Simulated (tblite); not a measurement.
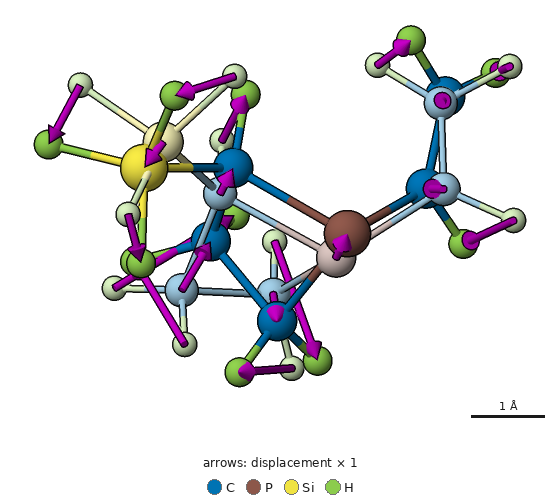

A relaxation of C₅H₁₁PSi. The starting structure is drawn faded, the final one solid; purple arrows show the displacements, at their true length. The two geometries are superimposed by the best rigid fit.

A ball-and-stick model, seen from a free direction.

The calculation used GFN2-xTB geometry optimisation, gas phase in tblite 0.8.0. 

**What did the optimiser do to the structure, and how much energy did it gain?**

An H atom moves most after the best rigid fit: 2.13 Å. Largest moves by element: H 2.13 Å, C 0.97 Å, P 0.52 Å, Si 0.46 Å. Some distances before and after: C–Si 1.851 → 1.900 Å, C–P 1.797 → 1.825 Å, C–H 1.117 → 1.090 Å, C–P 1.859 → 1.885 Å. Bond angles that change, for instance: C–P–C 116.3° → 99.4°, C–P–C 113.0° → 97.5°, C–C–C 85.0° → 96.8°. Groups turn about C–C by about 70°, C–C by about 70°, C–P by about 65°. Over 163 geometry steps the energy falls by 1.125 eV.
